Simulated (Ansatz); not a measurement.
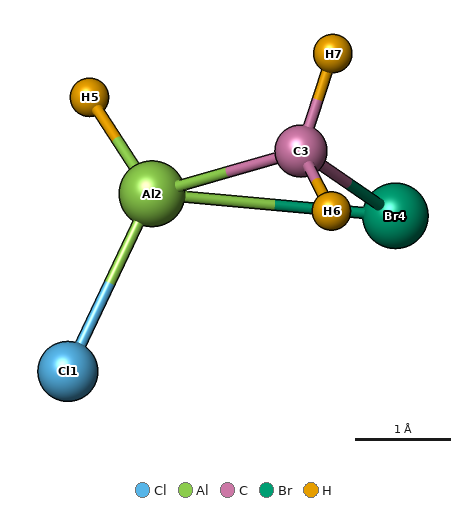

The structure (ball-and-stick view, seen at a tilt; atoms are numbered from 1 in the order of the input). Sticks mark near contacts.

**CH$_{3}$AlBrCl: one change and its effect**

System: CH$_{3}$AlBrCl.
Method of run A: RKS PBE0-D4/def2-TZVPP (Ansatz 0.2.0).

The geometry comes from this level: PBE0-D4/def2-TZVP. Text and figures count atoms from 1; the logs count them from 0 in places.

### Input file, run A
```yaml
crystal:
  periodic: [false, false, false]
  atoms:
    - {symbol: Cl, position_ang: [-2.603596, 0.099444, 0.496103]}
    - {symbol: Al, position_ang: [-0.730853, 0.605971, -0.308349]}
    - {symbol: C, position_ang: [0.827919, -0.251827, 0.483140]}
    - {symbol: Br, position_ang: [0.610521, -1.529263, -1.053973]}
    - {symbol: H, position_ang: [-0.611536, 1.712272, -1.415853]}
    - {symbol: H, position_ang: [0.739797, -0.862055, 1.377931]}
    - {symbol: H, position_ang: [1.828948, 0.157358, 0.375300]}
basis:
  gaussian: {orbitals: def2-TZVPP}
hamiltonian: {xc: pbe0, dispersion: d4}
output: {orbitals: {seedname: orbitals}}
```

Launched with:
```bash
ansatz run in.yaml --threads 2 --pin off --events-out ev --progress --plain --max-ram 4352MiB
```

Hardware: 2 threads of Arm Neoverse V1, 23 GiB of memory available, shared host.

### Output (run A)
```
Functional definition: PBE0
  parameter a = 0.25
  parameter kappa = 0.804
  parameter beta = 0.06672455060314922
  exchange = (1 - a)*pbe_x(kappa = kappa, mu = beta*pi^2/3) + a*exact_x
  correlation = pbe_c(beta = beta)
1395 factors; their error is unknown
mean field evaluation 1: about -90232.4928 eV, gradient 4.8e1 eV
mean field evaluation 2: about -90227.4624 eV, gradient 6.1e1 eV
mean field evaluation 4: about -90237.7163 eV, gradient 2.8e0 eV
mean field evaluation 8: about -90237.7300 eV, gradient 2.2e-2 eV
mean field evaluation 16: about -90238.1990 eV, gradient 5.2e-5 eV
mean field -90238.19904063 eV, -3316.1926490949 hartree, gradient 5.2e-5 eV, S^2 0.000000; 0 other end points of the search recorded, 0 dependent functions left out
reference -90238.19907075 eV, -3316.1926502019 hartree; 37, 37 occupied and 168, 168 virtual orbitals, 1395 factors
Total energy: -90238.35354533 eV, -3316.1983270381 hartree
```

The input of run B differs as follows (lines with − go, lines with + come):
```diff
-  gaussian: {orbitals: def2-TZVPP}
+  gaussian: {orbitals: "def2-QZVPP.json"}
```

What does this change do to the results?

The total energy of run B is 47.7 kcal/mol lower, which measures the change of basis and not a stability. The LUMO goes from −1.19 to −1.28 eV. The basis functions go from 205 to 376. On the same kind of shared host run B took about 2.7 times as long.

### Output (run B)
```
Functional definition: PBE0
  parameter a = 0.25
  parameter kappa = 0.804
  parameter beta = 0.06672455060314922
  exchange = (1 - a)*pbe_x(kappa = kappa, mu = beta*pi^2/3) + a*exact_x
  correlation = pbe_c(beta = beta)
1683 factors; their error is unknown
mean field evaluation 1: about -90233.8412 eV, gradient 5.2e1 eV
mean field evaluation 2: about -90227.4313 eV, gradient 6.9e1 eV
mean field evaluation 4: about -90240.0584 eV, gradient 3.2e0 eV
mean field evaluation 8: about -90240.0698 eV, gradient 2.6e-2 eV
mean field evaluation 16: about -90240.2671 eV, gradient 4.0e-5 eV
mean field -90240.26714845 eV, -3316.2686506556 hartree, gradient 4.0e-5 eV, S^2 0.000000; 0 other end points of the search recorded, 0 dependent functions left out
reference -90240.26718461 eV, -3316.2686519842 hartree; 37, 37 occupied and 339, 339 virtual orbitals, 1683 factors
Total energy: -90240.42165919 eV, -3316.2743288205 hartree
```

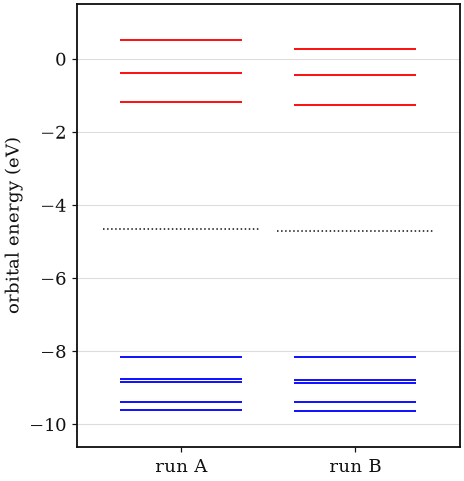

The five highest filled and three lowest empty orbital energies of the two runs; the dotted lines part filled from empty levels. The HOMO–LUMO gap is 6.96 eV in run A and 6.89 eV in run B.

### The two runs side by side

| quantity | run A | run B |
| --- | --- | --- |
| outcome | converged | converged |
| total energy (hartree) | −3316.198327 | −3316.274329 |
| HOMO (eV) | −8.15 | −8.16 |
| LUMO (eV) | −1.19 | −1.28 |
| basis functions | 205 | 376 |
| wall time (shared host) | 5.5 s | 15 s |
